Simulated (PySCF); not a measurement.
**What a change does: NMR shielding calculation on C4H7Cl**

System: C4H7Cl, SMILES ClC1CCC1.
Method of run A: GIAO PBE0/pcSseg-1 NMR shielding, non-relativistic, gas phase (PySCF 2.14.0).

The geometry comes from this level: GFN2-xTB, coordinate held. Text and figures count atoms from 1; the logs count them from 0 in places.

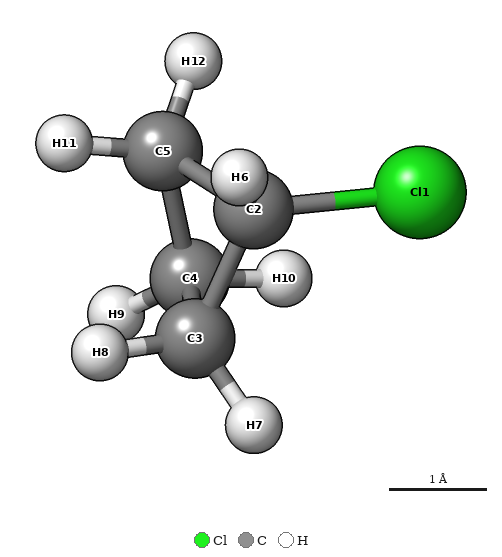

Fig. 1: The structure (ball-and-stick view, seen at a tilt; atoms are numbered from 1 in the order of the input). Bond lengths as drawn: C–C 1.53 to 1.57 Å, C–Cl 1.76 Å and C–H 1.08 to 1.09 Å.

### Input, run A
```
{"job": {"kind": "nmr", "xc": "PBE0", "basis": "pcSseg-1", "every": 1, "pop": false}, "charge": 0, "multiplicity": 1}
Cl     1.290605     0.446990     1.877772
C      1.023869     0.115956     0.166089
C     -0.080540     0.958138    -0.474248
C     -1.051085    -0.040728     0.168938
C      0.039827    -1.080056    -0.100458
H      2.005846     0.091157    -0.310280
H     -0.149995     2.005322    -0.177285
H     -0.055028     0.879370    -1.555605
H     -2.018786    -0.188553    -0.310982
H     -1.185727     0.145271     1.227360
H      0.089200    -1.391905    -1.136661
H      0.109911    -1.939650     0.564115
```

The first line tells a small driver script what to run in PySCF; the rest is the geometry in Å.

Command:
```bash
OMP_NUM_THREADS=1 python <driver script> task.json out
```

Hardware: 1 CPU thread, shared host.

### Output (run A)
```
coarse grid: 10312 points
cycle   1  E = -616.3610803863  dE =  5.999e-01  |g| = 3.113e-01  |ddm| = 2.989e+00
cycle   2  E = -616.3588411636  dE =  2.239e-03  |g| = 3.459e-01  |ddm| = 5.902e-01
cycle   3  E = -616.3876332366  dE = -2.879e-02  |g| = 3.243e-02  |ddm| = 2.936e-01
cycle   4  E = -616.3878534961  dE = -2.203e-04  |g| = 1.354e-02  |ddm| = 5.003e-02
cycle   5  E = -616.3878931716  dE = -3.968e-05  |g| = 3.520e-03  |ddm| = 1.641e-02
cycle   6  E = -616.3878954271  dE = -2.255e-06  |g| = 1.571e-03  |ddm| = 4.730e-03
final grid: 94184 points
cycle   7  E = -616.4186885782  dE = -3.055e-05  |g| = 9.398e-03  |ddm| = 3.431e-02
cycle   8  E = -616.4186700455  dE =  1.853e-05  |g| = 1.276e-02  |ddm| = 1.933e-02
cycle   9  E = -616.4187102528  dE = -4.021e-05  |g| = 9.410e-04  |ddm| = 1.182e-02
cycle  10  E = -616.4187104123  dE = -1.594e-07  |g| = 2.658e-04  |ddm| = 1.208e-03
cycle  11  E = -616.4187104287  dE = -1.639e-08  |g| = 5.154e-05  |ddm| = 2.459e-04
cycle  12  E = -616.4187104292  dE = -5.844e-10  |g| = 1.512e-05  |ddm| = 6.644e-05
converged SCF energy = -616.4187104292

GIAO shielding tensors (ppm)
atom      isotropic    diamagn.    paramagn.     s11        s22        s33       span
  0 Cl     847.796    1146.636    -298.840    677.004    789.742   1076.642    399.639
  1 C      122.788     247.993    -125.206    100.908    119.021    148.434     47.526
  2 C      148.855     247.743     -98.888    128.216    156.681    161.668     33.452
  3 C      162.465     247.429     -84.963    138.518    171.969    176.908     38.390
  4 C      146.091     247.982    -101.891    122.880    156.852    158.541     35.661
  5 H       27.462      29.892      -2.430     20.798     27.809     33.780     12.982
  6 H       29.911      29.487       0.424     25.504     27.229     36.999     11.495
  7 H       29.648      30.452      -0.804     26.265     27.852     34.829      8.564
  8 H       29.963      29.424       0.539     25.956     26.408     37.526     11.570
  9 H       28.721      29.673      -0.952     23.347     30.795     32.020      8.673
 10 H       29.637      30.524      -0.886     26.306     27.913     34.693      8.387
 11 H       29.883      29.604       0.279     25.548     27.231     36.870     11.321
```

The input of run B differs as follows (lines with − go, lines with + come):
```diff
-Cl     1.290605     0.446990     1.877772
-C      1.023869     0.115956     0.166089
-C     -0.080540     0.958138    -0.474248
-C     -1.051085    -0.040728     0.168938
-C      0.039827    -1.080056    -0.100458
-H      2.005846     0.091157    -0.310280
-H     -0.149995     2.005322    -0.177285
-H     -0.055028     0.879370    -1.555605
-H     -2.018786    -0.188553    -0.310982
-H     -1.185727     0.145271     1.227360
-H      0.089200    -1.391905    -1.136661
-H      0.109911    -1.939650     0.564115
+Cl     2.161012     0.392356     1.298192
+C      1.034934     0.065998    -0.039048
+C     -0.117048     1.064648    -0.192414
+C     -1.113883    -0.106279    -0.165795
+C      0.030500    -1.065370     0.203483
+H      1.647914    -0.056964    -0.931391
+H     -0.212781     1.731516     0.660849
+H     -0.094661     1.657111    -1.103914
+H     -1.554003    -0.318336    -1.137227
+H     -1.907216    -0.023940     0.572091
+H      0.154260    -1.936638    -0.435732
+H      0.002905    -1.388806     1.241199
```

What does this change do to the results?

With the same method and basis, run B lies 7.9 kcal/mol lower. The LUMO goes from 1.04 to 0.83 eV. The dipole moment goes from 1.99 to 2.21 D. Of all shieldings, the largest change is that of Cl1, by −102.3 ppm. The number of SCF iterations is the same.

### Output (run B)
```
coarse grid: 10312 points
cycle   1  E = -616.3731518419  dE =  5.431e-01  |g| = 3.148e-01  |ddm| = 3.048e+00
cycle   2  E = -616.3726019492  dE =  5.499e-04  |g| = 3.412e-01  |ddm| = 5.977e-01
cycle   3  E = -616.4003786194  dE = -2.778e-02  |g| = 3.235e-02  |ddm| = 2.867e-01
cycle   4  E = -616.4005946711  dE = -2.161e-04  |g| = 1.407e-02  |ddm| = 4.727e-02
cycle   5  E = -616.4006370256  dE = -4.235e-05  |g| = 2.957e-03  |ddm| = 1.630e-02
cycle   6  E = -616.4006384525  dE = -1.427e-06  |g| = 1.609e-03  |ddm| = 4.300e-03
final grid: 94184 points
cycle   7  E = -616.4313259939  dE = -2.526e-05  |g| = 9.372e-03  |ddm| = 2.418e-02
cycle   8  E = -616.4313077730  dE =  1.822e-05  |g| = 1.263e-02  |ddm| = 1.878e-02
cycle   9  E = -616.4313478291  dE = -4.006e-05  |g| = 9.662e-04  |ddm| = 1.136e-02
cycle  10  E = -616.4313479946  dE = -1.656e-07  |g| = 2.427e-04  |ddm| = 1.126e-03
cycle  11  E = -616.4313480081  dE = -1.349e-08  |g| = 4.983e-05  |ddm| = 2.164e-04
cycle  12  E = -616.4313480087  dE = -5.498e-10  |g| = 1.254e-05  |ddm| = 6.088e-05
converged SCF energy = -616.4313480087

GIAO shielding tensors (ppm)
atom      isotropic    diamagn.    paramagn.     s11        s22        s33       span
  0 Cl     745.450    1146.259    -400.809    554.178    642.327   1039.845    485.667
  1 C      130.035     247.409    -117.374     98.755    131.957    159.394     60.639
  2 C      151.612     247.732     -96.120    126.726    144.645    183.465     56.739
  3 C      171.962     247.928     -75.965    163.525    167.697    184.665     21.139
  4 C      151.578     247.728     -96.150    126.691    144.603    183.441     56.750
  5 H       27.359      29.667      -2.307     22.254     27.685     32.139      9.885
  6 H       29.348      29.562      -0.214     26.167     28.748     33.129      6.962
  7 H       29.032      29.660      -0.628     25.756     26.884     34.455      8.699
  8 H       29.901      29.833       0.068     26.893     26.927     35.884      8.991
  9 H       29.645      29.371       0.274     26.002     26.910     36.022     10.019
 10 H       29.025      29.655      -0.630     25.749     26.877     34.450      8.701
 11 H       29.342      29.560      -0.218     26.163     28.745     33.119      6.956
```

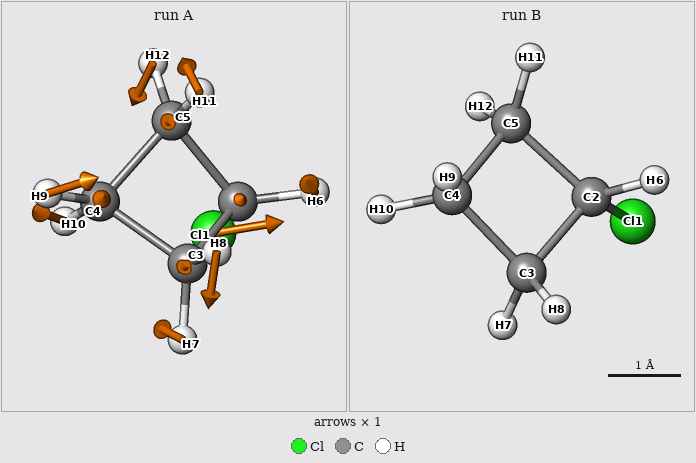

Fig. 2: The two input geometries at one scale (ball-and-stick view, seen at a tilt). The orange arrows on the first give the shifts of the atoms after the best rigid fit, at true length. The atom that moves furthest after the best rigid fit is Cl1 (1.04 Å). Largest moves by element: Cl 1.04 Å, H 1.00 Å, C 0.35 Å. Among the contacts that change: C2–C5 1.572 → 1.532 Å, Cl1–C2 1.764 → 1.778 Å.

### The two runs side by side

```tsv
quantity	run A	run B
outcome	converged	converged
total energy (hartree)	−616.418710	−616.431348
HOMO (eV)	−8.16	−8.11
LUMO (eV)	1.04	0.83
dipole moment (D)	1.99	2.21
shielding of Cl1 (ppm)	847.8	745.5
shielding of C2 (ppm)	122.8	130.0
shielding of C3 (ppm)	148.9	151.6
shielding of C4 (ppm)	162.5	172.0
shielding of C5 (ppm)	146.1	151.6
shielding of H8 (ppm)	29.6	29.0
shielding of H10 (ppm)	28.7	29.6
SCF iterations	12	12
basis functions	127	127
wall time (shared host)	13 s	8.3 s
```
